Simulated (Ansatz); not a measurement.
## Electronic structure of H9O2Si2···H in real space

Input

```
crystal:
  periodic: [false, false, false]
  atoms:
    - {symbol: Si, position_ang: [-0.272661, -0.925692, 0.291491]}
    - {symbol: H, position_ang: [0.260756, 0.597183, 0.926928]}
    - {symbol: H, position_ang: [-0.491809, -2.227373, -0.480631]}
    - {symbol: H, position_ang: [-0.217602, -1.453829, 1.684534]}
    - {symbol: Si, position_ang: [-2.208191, 0.286199, -0.214052]}
    - {symbol: H, position_ang: [2.012860, 0.158230, -0.298010]}
    - {symbol: O, position_ang: [1.248814, -0.737968, -0.636723]}
    - {symbol: H, position_ang: [1.329432, 1.030482, 0.772746]}
    - {symbol: O, position_ang: [2.340154, 1.094410, 0.328531]}
    - {symbol: H, position_ang: [-2.613530, 1.117664, 0.954509]}
    - {symbol: H, position_ang: [-1.883066, 1.225911, -1.329700]}
    - {symbol: H, position_ang: [-3.375833, -0.532193, -0.651886]}
    - {symbol: H, position_ang: [1.499903, -1.522354, -1.131981]}
    - {symbol: H, position_ang: [2.370772, 1.889331, -0.215755]}
basis:
  gaussian: {orbitals: def2-TZVPP}
hamiltonian: {xc: pbe0, dispersion: d4}
output: {orbitals: {seedname: orbitals}}
```

Command:

```sh
ansatz run in.yaml --threads 8 --pin off --events-out ev --progress --plain --max-ram 19148MiB
```

A transition-state structure; geometry: PBE0-D4/def2-TZVP.

All numbers below come from RKS PBE0-D4/def2-TZVPP (Ansatz 0.2.0).

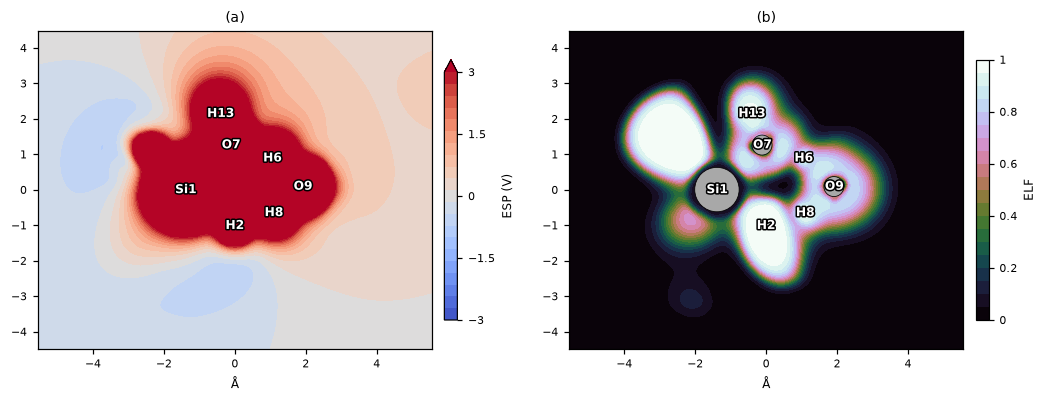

Figure 1. (a) electrostatic potential; (b) electron localisation function on the plane of atoms O7, H6 and O9. Grey discs cover the atomic cores in the ELF map.

### Read the bonding off the picture.

The plane passes through Si, H and O nuclei. H2···H8 (1.16 Å): the ELF is about 0.85 at the midpoint and 0.70 at its lowest between the atoms. Si–O (1.79 Å): the ELF peaks at about 0.90 between the atoms, as expected for a polar covalent bond. O–H (0.96 Å): the ELF climbs to about 1 towards the hydrogen, as it does in any bond to H (a covalent bond by its length). The ELF also peaks beside O9, away from the bonds: lone-pair regions. Outside the dense part of the complex the potential is most negative (−0.7 V) near H3, which lies off the plane.

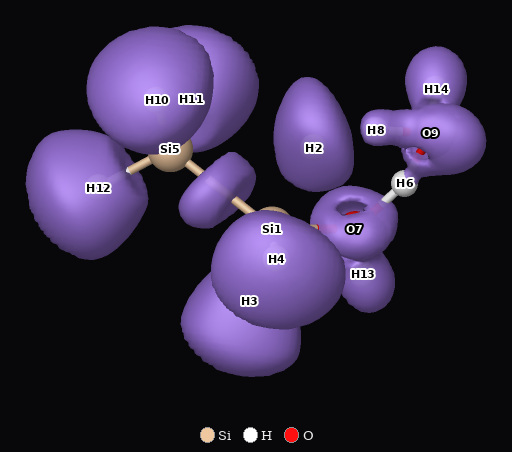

Figure 2. Isosurface of the electron localisation function at 0.8 (purple), seen across its widest extent. Core shells and regions of very low density are left out.

### What do the ELF domains correspond to?

The ELF exceeds this value in one region between bonded Si–Si atoms (shared pairs), six regions around hydrogen nuclei and two joined regions spread over several atoms (H, O), in which their bonds and any lone pairs are merged.

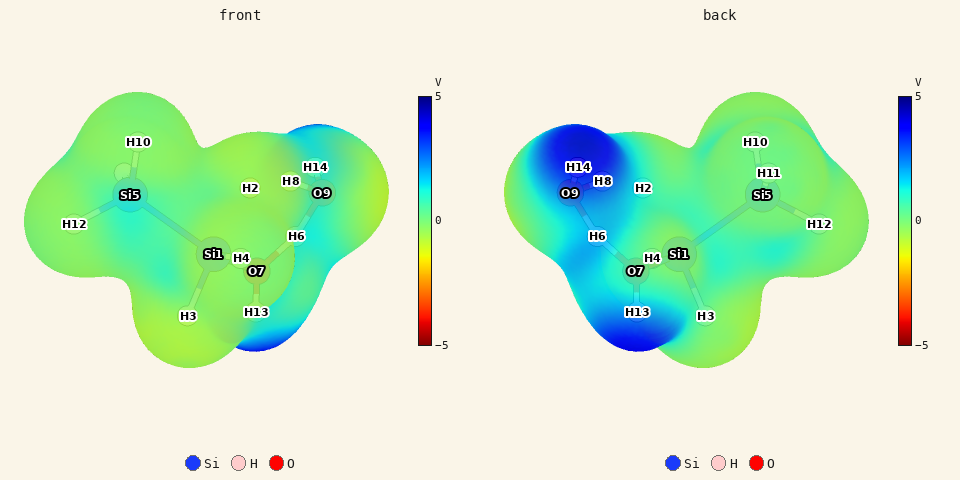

Figure 3. The electrostatic potential painted on the density surface at 0.004 e/bohr³, seen from the front and from behind; red is negative and blue positive.

### Describe the electrostatic potential map.

The most negative region (about −0.8 V) lies over O9, the most positive (about +4.1 V) over H14.
